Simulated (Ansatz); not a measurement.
**NH₃O (singlet): density functionals in def2-QZVPP**

What do functionals of several rungs give for NH₃O (singlet)?

Computed with Ansatz 0.2.0, Gaussian basis. Level: def2-QZVPP, all electrons in the functionals, frozen cores in the correlation of double hybrids and RPA.

Plan: PBE, BLYP, r2SCAN, B97M-V, PBE0, B3LYP, wB97M-V, B2PLYP.

2 further runs of the same task are left out: 2 set aside as unsound or not needed.

## 1. What is computed

The geometry is a PBE0/def2-TZVP stationary point (not a proven minimum).

5 atoms, charge 0, spin multiplicity 1.

Atoms are counted from 1 here; the program's logs count them from 0.

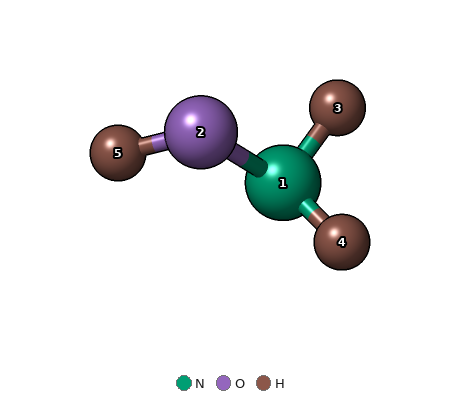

The structure; nitrogen teal, oxygen purple, hydrogen brown; atoms are numbered from 1 in the order of the file.

Coordinates:

```mol
H3NO
  3D, bonds by distance, orders not assigned

  5  4  0  0  0  0  0  0  0  0999 V2000
   -0.1540   -0.0000    0.7068 N   0  0
    0.1385    0.0000   -0.6853 O   0  0
    0.3377   -0.8114    1.0705 H   0  0
    0.3377    0.8114    1.0705 H   0  0
   -0.7342   -0.0000   -1.0862 H   0  0
  1  2  8  0
  1  3  8  0
  1  4  8  0
  2  5  8  0
M  END
```

No dispersion term is added; B97M-V, wB97M-V hold VV10 nonlocal correlation. B3LYP takes the VWN-RPA correlation.

## 2. PBE (restricted)

The input, in.yaml:

```yaml
crystal:
  periodic: [false, false, false]
  atoms:
    - {symbol: N, position_ang: [-0.154000, -0.000001, 0.706846]}
    - {symbol: O, position_ang: [0.138522, 0.000001, -0.685265]}
    - {symbol: H, position_ang: [0.337726, -0.811409, 1.070520]}
    - {symbol: H, position_ang: [0.337719, 0.811412, 1.070520]}
    - {symbol: H, position_ang: [-0.734207, -0.000003, -1.086164]}
basis:
  gaussian: {orbitals: "def2-QZVPP.json"}
hamiltonian: {xc: {name: PBE}}
output: {orbitals: {seedname: orbitals}}
```

On the command line:

```sh
$ ansatz run in.yaml --threads 1 --pin off --events-out ev --progress --plain --max-ram 2393MiB
```

The program printed:

```text
Functional definition: PBE
  name "PBE"
  cite "Perdew, Burke & Ernzerhof, Phys. Rev. Lett. 77, 3865 (1996) doi:10.1103/PhysRevLett.77.3865"
  parent pbe
  parameter kappa = 0.804
  parameter beta = 0.06672455060314922
  exchange = pbe_x(kappa = kappa, mu = beta*pi^2/3)
  correlation = pbe_c(beta = beta)
547 factors; their error is unknown
mean field evaluation 1: about -3575.9391 eV, gradient 5.9e1 eV
mean field evaluation 2: about -3561.0355 eV, gradient 1.0e2 eV
mean field evaluation 4: about -3582.1275 eV, gradient 6.7e0 eV
mean field evaluation 8: about -3582.2028 eV, gradient 2.0e-1 eV
mean field evaluation 16: about -3582.1955 eV, gradient 1.4e-5 eV
mean field -3582.19553835 eV, -131.6432579349 hartree, gradient 1.4e-5 eV, S^2 0.000000; 0 other end points of the search recorded, 0 dependent functions left out
reference -3582.19556728 eV, -131.6432589981 hartree; 9, 9 occupied and 195, 195 virtual orbitals, 547 factors
Total energy: -3582.19556728 eV, -131.6432589981 hartree
```

Wall time 2.2 s (1 thread of Arm Neoverse V2, shared host).

## 3. BLYP (restricted)

Edit in.yaml of step 2 so:

```diff
@@ -10,3 +10,2 @@
   gaussian: {orbitals: "def2-QZVPP.json"}
-hamiltonian: {xc: {name: PBE}}
-output: {orbitals: {seedname: orbitals}}
+hamiltonian: {xc: {name: BLYP}}
```

The command is unchanged.

The program printed:

```text
Functional definition: BLYP
  name "BLYP"
  cite "Becke, Phys. Rev. A 38, 3098 (1988) doi:10.1103/PhysRevA.38.3098"
  cite "Lee, Yang & Parr, Phys. Rev. B 37, 785 (1988) doi:10.1103/PhysRevB.37.785"
  parameter beta = 0.0042
  parameter a = 0.04918
  parameter b = 0.132
  parameter c = 0.2533
  parameter d = 0.349
  exchange = b88_x(beta = beta)
  correlation = lyp_c(a = a, b = b, c = c, d = d)
547 factors; their error is unknown
mean field evaluation 1: about -3578.3710 eV, gradient 6.2e1 eV
mean field evaluation 2: about -3559.1002 eV, gradient 1.1e2 eV
mean field evaluation 4: about -3585.2736 eV, gradient 8.6e0 eV
mean field evaluation 8: about -3585.3949 eV, gradient 2.3e-1 eV
mean field evaluation 16: about -3585.3872 eV, gradient 1.7e-5 eV
mean field -3585.38723244 eV, -131.7605505293 hartree, gradient 1.7e-5 eV, S^2 0.000000; 0 other end points of the search recorded, 0 dependent functions left out
reference -3585.38747995 eV, -131.7605596252 hartree; 9, 9 occupied and 195, 195 virtual orbitals, 547 factors
Total energy: -3585.38747995 eV, -131.7605596252 hartree
```

It took 2.6 s on 1 thread of Arm Neoverse V2, shared host.

## 4. r2SCAN (restricted)

Edit in.yaml of step 3 so:

```diff
@@ -10,2 +10,2 @@
   gaussian: {orbitals: "def2-QZVPP.json"}
-hamiltonian: {xc: {name: BLYP}}
+hamiltonian: {xc: {name: r2SCAN}}
```

Same command.

The program printed:

```text
Functional definition: r2SCAN
  name "r2SCAN"
  cite "Furness, Kaplan, Ning, Perdew & Sun, J. Phys. Chem. Lett. 11, 8208 (2020) doi:10.1021/acs.jpclett.0c02405"
  cite "Furness, Kaplan, Ning, Perdew & Sun, J. Phys. Chem. Lett. 11, 9248 (2020) doi:10.1021/acs.jpclett.0c03077"
  parent r2scan
  parameter k0 = 0.174
  parameter k1 = 0.065
  parameter a1 = 4.9479
  exchange = r2scan_x(k0 = k0, k1 = k1, a1 = a1)
  correlation = r2scan_c
547 factors; their error is unknown
mean field evaluation 1: about -3579.0531 eV, gradient 5.3e1 eV
mean field evaluation 2: about -3572.6615 eV, gradient 7.8e1 eV
mean field evaluation 4: about -3584.1134 eV, gradient 3.9e0 eV
mean field evaluation 8: about -3584.1422 eV, gradient 2.0e-2 eV
mean field evaluation 16: about -3584.1346 eV, gradient 2.9e-5 eV
mean field -3584.13462959 eV, -131.7145182239 hartree, gradient 2.9e-5 eV, S^2 0.000000; 0 other end points of the search recorded, 0 dependent functions left out
reference -3584.13463783 eV, -131.7145185266 hartree; 9, 9 occupied and 195, 195 virtual orbitals, 547 factors
Total energy: -3584.13463783 eV, -131.7145185266 hartree
```

It took 4.2 s on 1 thread of Arm Neoverse V2, shared host.

## 5. B97M-V (restricted)

Edit in.yaml of step 4 so:

```diff
@@ -10,2 +10,2 @@
   gaussian: {orbitals: "def2-QZVPP.json"}
-hamiltonian: {xc: {name: r2SCAN}}
+hamiltonian: {xc: {name: B97M-V}}
```

The command is unchanged.

The program printed, cut to the lines that bear on the results:

```text
Functional definition: B97M-V
  name "B97M-V"
  cite "Mardirossian & Head-Gordon, J. Chem. Phys. 142, 074111 (2015) doi:10.1063/1.4907719"
  cite "Becke, J. Chem. Phys. 107, 8554 (1997) doi:10.1063/1.475007"
  cite "Vydrov & Van Voorhis, J. Chem. Phys. 133, 244103 (2010) doi:10.1063/1.3521275"
  # Of w^i u^j: cxij and so on, Table III.
[...]
  gx(w, u) = cx00 + cx01*u + cx02*u^2 + (cx10 + cx11*u)*w
  gss(w, u) = css00 + css02*u^2 + css10*w + (css32*w^3 + css42*w^4)*u^2
  gos(w, u) = cos00 + cos01*u + cos03*u^3 + cos10*w + cos32*w^3*u^2
[...]
      + integral(e_c_pw_mod_opposite_spin*gos(b97_w_opposite, b97_u_opposite)) + vv10(b, c)
547 factors; their error is unknown
[...]
mean field -3585.05381785 eV, -131.7482977693 hartree, gradient 2.5e-5 eV, S^2 0.000000; 0 other end points of the search recorded, 0 dependent functions left out
reference -3585.05385905 eV, -131.7482992834 hartree; 9, 9 occupied and 195, 195 virtual orbitals, 547 factors
Total energy: -3585.05385905 eV, -131.7482992834 hartree
```

Run time: 8.5 s. Hardware: 1 thread of Arm Neoverse V2, shared host.

## 6. PBE0 (restricted)

Edit in.yaml of step 5 so:

```diff
@@ -10,2 +10,3 @@
   gaussian: {orbitals: "def2-QZVPP.json"}
-hamiltonian: {xc: {name: B97M-V}}
+hamiltonian: {xc: {name: PBE0}}
+output: {orbitals: {seedname: orbitals}}
```

Same command.

The program printed:

```text
Functional definition: PBE0
  name "PBE0"
  cite "Adamo & Barone, J. Chem. Phys. 110, 6158 (1999) doi:10.1063/1.478522"
  cite "Perdew, Burke & Ernzerhof, Phys. Rev. Lett. 77, 3865 (1996) doi:10.1103/PhysRevLett.77.3865"
  parent pbe
  parameter a = 0.25
  parameter kappa = 0.804
  parameter beta = 0.06672455060314922
  exchange = (1 - a)*pbe_x(kappa = kappa, mu = beta*pi^2/3) + a*exact_x
  correlation = pbe_c(beta = beta)
547 factors; their error is unknown
mean field evaluation 1: about -3578.2558 eV, gradient 4.7e1 eV
mean field evaluation 2: about -3575.6924 eV, gradient 6.0e1 eV
mean field evaluation 4: about -3582.1248 eV, gradient 2.4e0 eV
mean field evaluation 8: about -3582.1331 eV, gradient 2.4e-2 eV
mean field -3582.13313321 eV, -131.6409645884 hartree, gradient 2.1e-5 eV, S^2 0.000000; 0 other end points of the search recorded, 0 dependent functions left out
reference -3582.13315442 eV, -131.6409653678 hartree; 9, 9 occupied and 195, 195 virtual orbitals, 547 factors
Total energy: -3582.13315442 eV, -131.6409653678 hartree
```

Wall time 2.7 s (1 thread of Arm Neoverse V2, shared host); peak memory 0.25 GiB.

## 7. B3LYP (restricted)

Edit in.yaml of step 6 so:

```diff
@@ -10,3 +10,2 @@
   gaussian: {orbitals: "def2-QZVPP.json"}
-hamiltonian: {xc: {name: PBE0}}
-output: {orbitals: {seedname: orbitals}}
+hamiltonian: {xc: {name: B3LYP}}
```

Same command.

The program printed:

```text
Functional definition: B3LYP
  name "B3LYP"
  cite "Stephens, Devlin, Chabalowski & Frisch, J. Phys. Chem. 98, 11623 (1994) doi:10.1021/j100096a001"
  cite "Becke, Phys. Rev. A 38, 3098 (1988) doi:10.1103/PhysRevA.38.3098"
  cite "Lee, Yang & Parr, Phys. Rev. B 37, 785 (1988) doi:10.1103/PhysRevB.37.785"
  cite "Vosko, Wilk & Nusair, Can. J. Phys. 58, 1200 (1980) doi:10.1139/p80-159"
  parameter a0 = 0.2
  parameter ax = 0.72
  parameter ac = 0.81
  exchange = (1 - a0 - ax)*slater_x + ax*b88_x + a0*exact_x
  correlation = (1 - ac)*vwn_rpa_c + ac*lyp_c
547 factors; their error is unknown
mean field evaluation 1: about -3581.3935 eV, gradient 5.2e1 eV
mean field evaluation 2: about -3576.1071 eV, gradient 7.4e1 eV
mean field evaluation 4: about -3586.1791 eV, gradient 3.4e0 eV
mean field evaluation 8: about -3586.1965 eV, gradient 3.2e-2 eV
mean field -3586.19650591 eV, -131.7902907810 hartree, gradient 2.8e-5 eV, S^2 0.000000; 0 other end points of the search recorded, 0 dependent functions left out
reference -3586.19668687 eV, -131.7902974310 hartree; 9, 9 occupied and 195, 195 virtual orbitals, 547 factors
Total energy: -3586.19668687 eV, -131.7902974310 hartree
```

Wall time 3 s (1 thread of Arm Neoverse V2, shared host); peak memory 0.25 GiB.

## 8. wB97M-V (restricted)

Edit in.yaml of step 7 so:

```diff
@@ -10,2 +10,3 @@
   gaussian: {orbitals: "def2-QZVPP.json"}
-hamiltonian: {xc: {name: B3LYP}}
+hamiltonian: {xc: {name: wB97M-V}}
+output: {orbitals: {seedname: orbitals}}
```

The command is unchanged.

The program printed, cut to the lines that bear on the results:

```text
Functional definition: wB97M-V
  name "wB97M-V"
  cite "Mardirossian & Head-Gordon, J. Chem. Phys. 144, 214110 (2016) doi:10.1063/1.4952647"
  cite "Becke, J. Chem. Phys. 107, 8554 (1997) doi:10.1063/1.475007"
  cite "Vydrov & Van Voorhis, J. Chem. Phys. 133, 244103 (2010) doi:10.1063/1.3521275"
  # Of w^i u^j: cxij and so on, Table III.
[...]
  gx(w, u) = 1 - cx + cx01*u + cx10*w
  gss(w, u) = css00 + css04*u^4 + css10*w + css20*w^2 + css43*w^4*u^3
  gos(w, u) = cos00 + cos10*w + (cos20 + cos21*u)*w^2 + (cos60 + cos61*u)*w^6
[...]
      + integral(e_c_pw_mod_opposite_spin*gos(b97_w_opposite, b97_u_opposite)) + vv10(b, c)
547 factors; their error is unknown
156 factors; integrals over basis functions are off by at most 1.2e-5 eV
[...]
mean field -3584.73984232 eV, -131.7367593811 hartree, gradient 5.8e-5 eV, S^2 0.000000; 0 other end points of the search recorded, 0 dependent functions left out
reference -3584.73987658 eV, -131.7367606403 hartree; 9, 9 occupied and 195, 195 virtual orbitals, 547 factors
Total energy: -3584.73987658 eV, -131.7367606403 hartree
```

Wall time 7.5 s (1 thread of Arm Neoverse V2, shared host); peak memory 0.32 GiB.

## 9. B2PLYP (restricted)

Edit in.yaml of step 8 so:

```diff
@@ -10,3 +10,3 @@
   gaussian: {orbitals: "def2-QZVPP.json"}
-hamiltonian: {xc: {name: wB97M-V}}
-output: {orbitals: {seedname: orbitals}}
+hamiltonian: {xc: {name: B2PLYP}}
+correlation: {electrons: outside_noble_gas}
```

Launched as before.

The program printed, cut to the lines that bear on the results:

```text
Functional definition: B2PLYP
  name "B2PLYP"
  cite "Grimme, J. Chem. Phys. 124, 034108 (2006) doi:10.1063/1.2148954"
  cite "Becke, Phys. Rev. A 38, 3098 (1988) doi:10.1103/PhysRevA.38.3098"
  cite "Lee, Yang & Parr, Phys. Rev. B 37, 785 (1988) doi:10.1103/PhysRevB.37.785"
[...]
1247 factors; integrals over basis functions are off by at most 7.4e-4 eV
[...]
mean field -3579.40055889 eV, -131.5405443343 hartree, gradient 8.6e-6 eV, S^2 0.000000; 0 other end points of the search recorded, 0 dependent functions left out
2 core orbitals not correlated: weight in the atoms' cores, before any rotation towards them, 1.000 or more for the frozen orbitals, at most 0.000 for the correlated occupied ones
reference -3579.40067287 eV, -131.5405485230 hartree; 7, 7 occupied and 195, 195 virtual orbitals, 1247 factors
second order -16.23100386 eV of doubles, -0.00000000 eV of singles
Total energy: -3583.78304391 eV, -131.7015976884 hartree
```

Run time: 8 s. Hardware: 1 thread of Arm Neoverse V2, shared host; peak memory 0.41 GiB.

## 10. Side by side

```
functional  energy (eV)   ⟨S²⟩   time
       PBE   -3582.1956  0.000  2.2 s
      BLYP   -3585.3875  0.000  2.6 s
    r2SCAN   -3584.1346  0.000  4.2 s
    B97M-V   -3585.0539  0.000  8.5 s
      PBE0   -3582.1332  0.000  2.7 s
     B3LYP   -3586.1967  0.000    3 s
   wB97M-V   -3584.7399  0.000  7.5 s
    B2PLYP   -3583.7830  0.000    8 s
```

Orbital levels of the runs that wrote orbitals: PBE HOMO -5.91, LUMO 0.01 eV; PBE0 HOMO -7.53, LUMO 0.82 eV; wB97M-V HOMO -10.02, LUMO 2.03 eV.

## 11. Outcome

| quantity | value |
| --- | --- |
| spread of total energies | 4.1 eV |
| quickest, slowest | PBE 2.2 s, B97M-V 8.5 s |

**Reading.** Total energies of different functionals can't be ranked; only differences within one functional count.
